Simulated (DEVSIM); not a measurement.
System: abrupt In0.53Ga0.47As p-n junction, at 300 K.

```
layer (left to right)        material  thickness (μm)  Nd (cm⁻³)  Na (cm⁻³)   τn (s)   τp (s)
---------------------  --------------  --------------  ---------  ---------  -------  -------
1                      In0.53Ga0.47As            92.0          -     3.3e17   2.1e-9  7.1e-10
2                      In0.53Ga0.47As            8.30     9.8e16          -  7.1e-10  7.1e-10
```

Left contact: ohmic. Right contact: ohmic. Voltage is applied to the left contact. Recombination: SRH at mid-gap, radiative. Mobility is constant in doping.

The device is made up for the run: typed textbook-type constants, with dimensions and the other settings drawn at random. Values at 300 K.

| parameter | In0.53Ga0.47As |
|---|---|
| gap (eV) | 0.74 |
| affinity (eV) | 4.51 |
| permittivity | 13.9 |
| Nc (cm⁻³) | 2.1e17 |
| Nv (cm⁻³) | 7.7e18 |
| μn (cm²/Vs) | 12000 |
| μp (cm²/Vs) | 300 |
| B (cm³/s) | 9.6e-11 |

Simulated with DEVSIM: 1D drift-diffusion, Boltzmann statistics, complete ionisation; no tunnelling, impact ionisation, image-force lowering or self-heating.

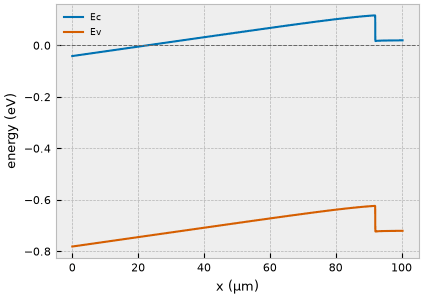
Figure: Band edges at 0.7 V on the left contact

Energies count from the Fermi level of the right contact; mesh points crowd at the junctions.

```json
[
 {"x (μm)": "0.000", "Ec (eV)": "-0.041", "Ev (eV)": "-0.781", "n (cm⁻³)": "1800000", "p (cm⁻³)": "3.3e17", "field (V/cm)": "18"},
 {"x (μm)": "0.04824", "Ec (eV)": "-0.041", "Ev (eV)": "-0.781", "n (cm⁻³)": "2.9e9", "p (cm⁻³)": "3.3e17", "field (V/cm)": "18"},
 {"x (μm)": "0.1934", "Ec (eV)": "-0.041", "Ev (eV)": "-0.781", "n (cm⁻³)": "1.2e10", "p (cm⁻³)": "3.3e17", "field (V/cm)": "18"},
 {"x (μm)": "0.6574", "Ec (eV)": "-0.040", "Ev (eV)": "-0.780", "n (cm⁻³)": "3.9e10", "p (cm⁻³)": "3.3e17", "field (V/cm)": "18"},
 {"x (μm)": "2.936", "Ec (eV)": "-0.036", "Ev (eV)": "-0.776", "n (cm⁻³)": "1.7e11", "p (cm⁻³)": "3.3e17", "field (V/cm)": "18"},
 {"x (μm)": "8.883", "Ec (eV)": "-0.025", "Ev (eV)": "-0.765", "n (cm⁻³)": "5.0e11", "p (cm⁻³)": "3.3e17", "field (V/cm)": "18"},
 {"x (μm)": "26.78", "Ec (eV)": "0.007", "Ev (eV)": "-0.733", "n (cm⁻³)": "3.1e12", "p (cm⁻³)": "3.3e17", "field (V/cm)": "18"},
 {"x (μm)": "74.02", "Ec (eV)": "0.092", "Ev (eV)": "-0.648", "n (cm⁻³)": "3.2e14", "p (cm⁻³)": "3.3e17", "field (V/cm)": "17"},
 {"x (μm)": "86.04", "Ec (eV)": "0.110", "Ev (eV)": "-0.630", "n (cm⁻³)": "1.1e15", "p (cm⁻³)": "3.3e17", "field (V/cm)": "13"},
 {"x (μm)": "90.03", "Ec (eV)": "0.115", "Ev (eV)": "-0.625", "n (cm⁻³)": "1.7e15", "p (cm⁻³)": "3.3e17", "field (V/cm)": "≈ 0"},
 {"x (μm)": "91.36", "Ec (eV)": "0.116", "Ev (eV)": "-0.624", "n (cm⁻³)": "2.0e15", "p (cm⁻³)": "3.3e17", "field (V/cm)": "≈ 0"},
 {"x (μm)": "91.88", "Ec (eV)": "0.117", "Ev (eV)": "-0.623", "n (cm⁻³)": "2.2e15", "p (cm⁻³)": "3.3e17", "field (V/cm)": "≈ 0"},
 {"x (μm)": "91.97", "Ec (eV)": "0.115", "Ev (eV)": "-0.625", "n (cm⁻³)": "2.4e15", "p (cm⁻³)": "3.1e17", "field (V/cm)": "-2400"},
 {"x (μm)": "92.01", "Ec (eV)": "0.049", "Ev (eV)": "-0.691", "n (cm⁻³)": "3.0e16", "p (cm⁻³)": "2.4e16", "field (V/cm)": "-21000"},
 {"x (μm)": "92.13", "Ec (eV)": "0.017", "Ev (eV)": "-0.723", "n (cm⁻³)": "1.0e17", "p (cm⁻³)": "6.1e15", "field (V/cm)": "15"},
 {"x (μm)": "92.44", "Ec (eV)": "0.017", "Ev (eV)": "-0.723", "n (cm⁻³)": "1.0e17", "p (cm⁻³)": "4.1e15", "field (V/cm)": "14"},
 {"x (μm)": "93.37", "Ec (eV)": "0.018", "Ev (eV)": "-0.722", "n (cm⁻³)": "9.9e16", "p (cm⁻³)": "1.2e15", "field (V/cm)": "≈ 0"},
 {"x (μm)": "96.15", "Ec (eV)": "0.019", "Ev (eV)": "-0.721", "n (cm⁻³)": "9.8e16", "p (cm⁻³)": "2.8e13", "field (V/cm)": "≈ 0"},
 {"x (μm)": "99.36", "Ec (eV)": "0.020", "Ev (eV)": "-0.720", "n (cm⁻³)": "9.8e16", "p (cm⁻³)": "3.5e11", "field (V/cm)": "≈ 0"},
 {"x (μm)": "100.0", "Ec (eV)": "0.020", "Ev (eV)": "-0.720", "n (cm⁻³)": "9.8e16", "p (cm⁻³)": "8.8e10", "field (V/cm)": "≈ 0"},
 {"x (μm)": "100.2", "Ec (eV)": "0.020", "Ev (eV)": "-0.720", "n (cm⁻³)": "9.8e16", "p (cm⁻³)": "2.3e10", "field (V/cm)": "≈ 0"},
 {"x (μm)": "100.3", "Ec (eV)": "0.020", "Ev (eV)": "-0.720", "n (cm⁻³)": "9.8e16", "p (cm⁻³)": "6100000", "field (V/cm)": "≈ 0"}
]
```
